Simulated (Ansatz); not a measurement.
**BNH2Cl (SMILES N[B]Cl), step by step**

Aim: a series of 16 runs (UHF/STO-3G, UHF/3-21G, UHF/6-31G*, UB3LYP/6-31G*, UPBE/def2-SVP, UMP2/6-31G*) of BClH2N. 

The calculation is run with Ansatz 0.2.0.

### 1 The structure to begin with

BNH2Cl: 5 atoms, total charge 0, spin state doublet. As SMILES, `N[B]Cl`. Geometry: relaxed at PBE0-D4/def2-TZVP. This is one conformer, not always the lowest. The run starts from this shape.

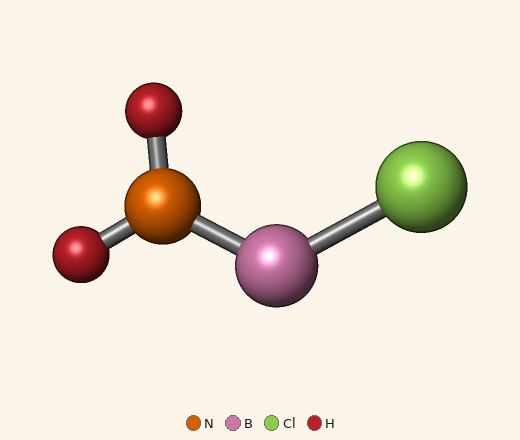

Viewed from a chosen angle; nitrogen orange, boron pink, chlorine green, hydrogen red.

### 2 A structure relaxation at UHF/STO-3G (start density atoms) (run 1)

job.yaml reads:

```yaml
crystal:
  periodic: [false, false, false]
  atoms:
    - {symbol: N, position_ang: [-0.334000, 0.412100, -0.256700]}
    - {symbol: B, position_ang: [-0.098400, -0.544600, 0.704400]}
    - {symbol: Cl, position_ang: [1.343200, -1.526200, 0.784600]}
    - {symbol: H, position_ang: [-1.176700, 0.959900, -0.273100]}
    - {symbol: H, position_ang: [0.315800, 0.625100, -1.000600]}
basis:
  gaussian:
    orbitals: STO-3G
magnetization:
  spin_polarized: true
  initial_magnetization: 1
hamiltonian:
  xc: hf
relax:
  f_tol: 0.002
output: {orbitals: {seedname: orbitals}}
```

Command:

```console
$ ansatz run job.yaml --threads 1 --pin off --max-ram 3480MiB --events-out events.jsonl --progress --plain --runs-dir runs
```

What it wrote:

```text
Warning: RAYON_NUM_THREADS=1 ignored (pool sized by the plan → 1); use --threads N
The last accepted step is kept in runs//last_step.txt (removed where the run ends without a failure and the disk answers)
[... 56 lines left out ...]
Total energy: -14527.30162425 eV, -533.8684877327 hartree
[... 5 lines left out ...]
Dipole moment:    -0.461371     0.509183    -0.257930 e Å
```

Wall time 2.8 s (1 thread of Arm Neoverse V2, shared host); peak memory 0.098 GiB.

The path in brief:

```csv
step,energy from the first frame kept (eV),largest force (eV/Å)
1,0.0000,1.7642
2,-0.0444,0.7464
3,-0.0535,0.0483
4,-0.0536,0.0107
5,-0.0536,0.0129
6,-0.0536,0.0034
7,-0.0536,0.0009
```

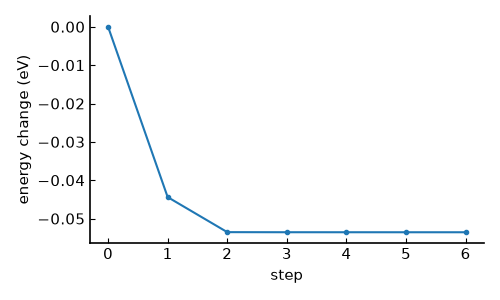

Energy along the run.

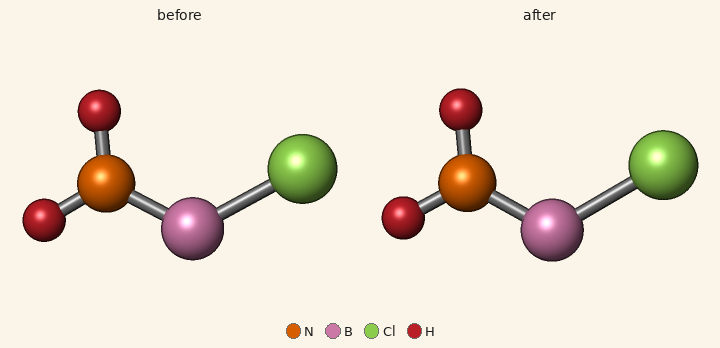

Before and after, at one scale.

After the run. Bond lengths: N1–B2 1.370 Å, B2–Cl3 1.797 Å, N1–H4 1.019 Å, N1–H5 1.021 Å. Angles: N1–B2–Cl3 121.2°, B2–N1–H4 122.8°, B2–N1–H5 124.5°, H4–N1–H5 112.7°.

### 3 The harmonic vibrations at UHF/STO-3G (start density atoms) (run 2)

in.yaml reads:

```yaml
crystal:
  periodic: [false, false, false]
  atoms:
    - symbol: "N"
      position_ang: [-0.335632, 0.403646, -0.245493]
    - symbol: B
      position_ang: [-0.131698, -0.541566, 0.725693]
    - symbol: Cl
      position_ang: [1.370474, -1.526312, 0.764317]
    - symbol: H
      position_ang: [-1.177584, 0.975656, -0.290969]
    - symbol: H
      position_ang: [0.324340, 0.614875, -0.994948]
basis:
  gaussian:
    orbitals: STO-3G
magnetization:
  spin_polarized: true
  initial_magnetization: 1
hamiltonian:
  xc: hf
phonons:
  temperatures: {t_min: 298.15, t_max: 298.15, t_step: 1}
```

Command:

```console
$ ansatz run in.yaml --threads 1 --pin off --max-ram 3480MiB --events-out events.jsonl --progress --plain --runs-dir runs
```

What it wrote:

```text
Warning: RAYON_NUM_THREADS=1 ignored (pool sized by the plan → 1); use --threads N
[... 169 lines left out ...]
Total energy: -14527.30161654 eV, -533.8684874492 hartree
[... 5 lines left out ...]
Dipole moment:    -0.461371     0.509183    -0.257929 e Å
Vibrations: 367.59 625.19 684.42 804.49 1188.89 1563.21 1925.50 4015.78 4202.00 cm⁻¹, zero-point energy 0.953256 eV
```

It took 4.2 s on 1 thread of Arm Neoverse V2, shared host.

Runs 3 to 10 aren't shown in full; the table further down has their settings and results.

### 4 A structure relaxation at UB3LYP/6-31G(d) (Cartesian functions, start density atoms) (run 11)

molecule.yaml reads:

```yaml
crystal:
  periodic: [false, false, false]
  atoms:
    - {symbol: "N", position_ang: [-0.334000, 0.412100, -0.256700]}
    - {symbol: B, position_ang: [-0.098400, -0.544600, 0.704400]}
    - {symbol: Cl, position_ang: [1.343200, -1.526200, 0.784600]}
    - {symbol: H, position_ang: [-1.176700, 0.959900, -0.273100]}
    - {symbol: H, position_ang: [0.315800, 0.625100, -1.000600]}
basis:
  gaussian:
    orbitals: "6-31G*"
magnetization:
  spin_polarized: true
  initial_magnetization: 1
hamiltonian:
  xc: {name: B3LYP}
relax:
  f_tol: 0.002
output: {orbitals: {seedname: orbitals}}
```

Command:

```console
$ ansatz run molecule.yaml --threads 1 --pin off --max-ram 3480MiB --events-out events.jsonl --progress --plain --runs-dir runs
```

What it wrote (excerpt; [...] marks lines left out):

```text
Warning: RAYON_NUM_THREADS=1 ignored (pool sized by the plan → 1); use --threads N
[... 1 set-up line as earlier in the session ...]
[... 46 lines left out ...]
Total energy: -14721.67528525 eV, -541.0115880229 hartree
[... 5 lines left out ...]
Dipole moment:    -0.231340     0.455721    -0.367965 e Å
```

Run time: 11 s. Hardware: 1 thread of Arm Neoverse V2, shared host; peak memory 0.13 GiB.

Steps, from the record of the run:

```csv
step,energy from the first frame kept (eV),largest force (eV/Å)
1,0.0000,0.5242
2,-0.0070,0.2945
3,-0.0095,0.0463
4,-0.0095,0.0081
5,-0.0095,0.0019
```

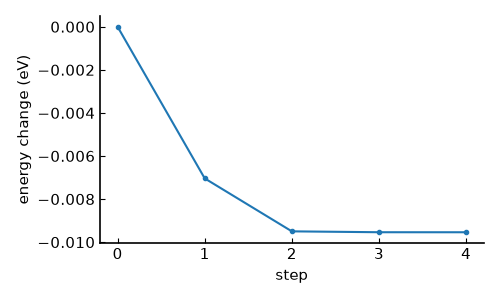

Energy along the run.

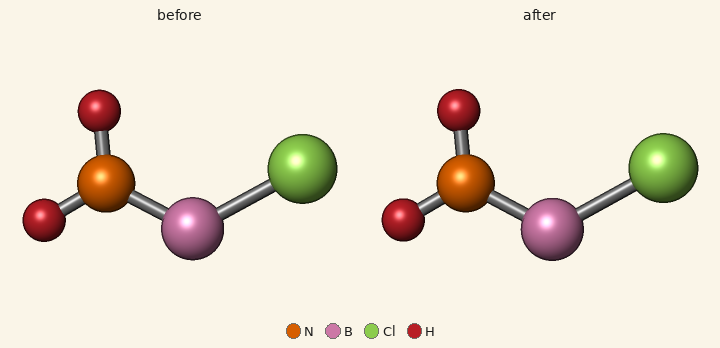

Before and after, at one scale.

After the run. Bond lengths: N1–B2 1.384 Å, B2–Cl3 1.770 Å, N1–H4 1.011 Å, N1–H5 1.016 Å. Angles: N1–B2–Cl3 123.6°, B2–N1–H4 122.1°, B2–N1–H5 123.9°, H4–N1–H5 114.0°.

Runs 12 to 15 aren't shown in full; the table further down has their settings and results.

### 5 The harmonic vibrations at UMP2/6-31G(d) (Cartesian functions, start density atoms) (run 16)

input.yaml reads:

```yaml
crystal:
  periodic: [false, false, false]
  atoms:
    - symbol: N
      position_ang: [-0.334184, 0.413109, -0.257831]
    - symbol: B
      position_ang: [-0.105596, -0.548931, 0.714807]
    - symbol: Cl
      position_ang: [1.349015, -1.525887, 0.779970]
    - symbol: H
      position_ang: [-1.180564, 0.964444, -0.275424]
    - symbol: H
      position_ang: [0.321229, 0.623565, -1.002923]
basis:
  gaussian:
    orbitals: "6-31G*"
magnetization:
  spin_polarized: true
  initial_magnetization: 1
correlation:
  method: mp2
phonons:
  temperatures:
    t_min: 298.15
    t_max: 298.15
    t_step: 1
```

Command:

```console
$ ansatz run input.yaml --threads 1 --pin off --max-ram 3480MiB --events-out events.jsonl --progress --plain --runs-dir runs
```

What it wrote:

```text
Warning: RAYON_NUM_THREADS=1 ignored (pool sized by the plan → 1); use --threads N
[... 11 lines left out ...]
7 core orbitals not correlated: weight in the atoms' cores, before any rotation towards them, 1.000 or more for the frozen orbitals, at most 0.000 for the correlated occupied ones
[... 58 lines left out ...]
7 core orbitals not correlated: weight in the atoms' cores, before any rotation towards them, 1.000 or more for the frozen orbitals, at most 0.000 for the correlated occupied ones
[... 57 lines left out ...]
7 core orbitals not correlated: weight in the atoms' cores, before any rotation towards them, 1.000 or more for the frozen orbitals, at most 0.000 for the correlated occupied ones
[... 57 lines left out ...]
7 core orbitals not correlated: weight in the atoms' cores, before any rotation towards them, 1.000 or more for the frozen orbitals, at most 0.000 for the correlated occupied ones
[... 53 lines left out ...]
Dipole moment:    -0.233867     0.459808    -0.370836 e Å
[... 1 line left out ...]
Checks for a lower state left out: cluster_reference
```

Run time: 26 s. Hardware: 1 thread of Arm Neoverse V2, shared host; peak memory 0.11 GiB.

### 6 All runs side by side

```csv
run,level,task,walk f tol,partner,energy (Eh),dipole moment (D),⟨S²⟩,wall time
1,UHF/STO-3G (start density atoms),optimise,0.002,base,-533.868488,3.53,0.760,2.8 s
2,UHF/STO-3G (start density atoms),frequencies,–,base,-533.868487,3.53,0.760,4.2 s
3,UHF/STO-3G (start density atoms),energy,–,cation,-533.608007,–,–,0.1 s
4,UHF/STO-3G (start density atoms),optimise,–,cation,-533.670609,–,–,3.3 s
5,UHF/3-21G (start density atoms),optimise,0.002,base,-537.179554,4.03,0.758,2.9 s
6,UHF/3-21G (start density atoms),frequencies,–,base,-537.179554,4.03,0.758,6 s
7,UHF/3-21G (start density atoms),energy,–,cation,-536.859388,–,–,0.24 s
8,UHF/3-21G (start density atoms),optimise,–,cation,-536.924831,–,–,3.6 s
9,"UHF/6-31G* (Cartesian functions, start density atoms)",optimise,0.002,base,-539.806193,3.08,0.756,5.4 s
10,"UHF/6-31G* (Cartesian functions, start density atoms)",frequencies,–,base,-539.806193,3.08,0.756,13 s
11,"UB3LYP/6-31G* (Cartesian functions, start density atoms)",optimise,0.002,base,-541.011588,3.02,0.752,11 s
12,"UB3LYP/6-31G* (Cartesian functions, start density atoms)",frequencies,–,base,-541.011588,3.02,0.752,33 s
13,UPBE/def2-SVP (start density atoms),optimise,0.002,base,-540.517418,2.81,0.753,10 s
14,UPBE/def2-SVP (start density atoms),frequencies,–,base,-540.517418,2.81,0.753,24 s
15,"UMP2/6-31G* (Cartesian functions, start density atoms)",optimise,0.002,base,-540.156138,3.05,0.756,7.5 s
16,"UMP2/6-31G* (Cartesian functions, start density atoms)",frequencies,–,base,-540.156138,3.05,0.756,26 s
```

### 7 Results

| quantity | value |
| --- | --- |
| run 16, UMP2/6-31G*: total energy | -540.15614 Eh |
| run 16, UMP2/6-31G*: dipole moment (correlated density) | 3.05 D |
| run 16, UMP2/6-31G*: correlation energy (7 core orbitals frozen) | -350.6 mEh |
| run 16, UMP2/6-31G*: ⟨S²⟩ of the reference determinant | 0.756 |
| run 16, UMP2/6-31G*: largest force on an atom | 0.001 eV/Å |
| run 16, UMP2/6-31G*: lowest harmonic wavenumber | 342 cm⁻¹ |
| run 16, UMP2/6-31G*: highest harmonic wavenumber | 3728 cm⁻¹ |
| run 16, UMP2/6-31G*: zero-point energy | 81.4 kJ/mol |
| vertical ionisation energy (to the singlet cation), UHF/STO-3G | 7.088 eV |
| vertical ionisation energy (to the singlet cation), UHF/3-21G | 8.712 eV |
| adiabatic ionisation energy (to the singlet cation, no zero-point term), UHF/STO-3G | 5.385 eV |
| adiabatic ionisation energy (to the singlet cation, no zero-point term), UHF/3-21G | 6.931 eV |

At UHF/STO-3G: removing an electron at fixed nuclei costs 7.09 eV (684 kJ/mol). Only the singlet of the ionised species was computed; a triplet could lie lower. In a minimal basis such a difference can be off by several eV, whatever the method. At UHF/3-21G: removing an electron at fixed nuclei costs 8.71 eV (201 kcal/mol). At UHF/STO-3G: the adiabatic ionisation energy (to the singlet cation, no zero-point term) is 5.38 eV (124 kcal/mol). At UHF/3-21G: the adiabatic ionisation energy (to the singlet cation, no zero-point term) is 6.93 eV (160 kcal/mol). Totals of different functionals can't be ranked against each other. In runs 1, 2, 3, 4 the basis is minimal, so the values are rough. All runs together took 2.5 min, the longest 33 s.
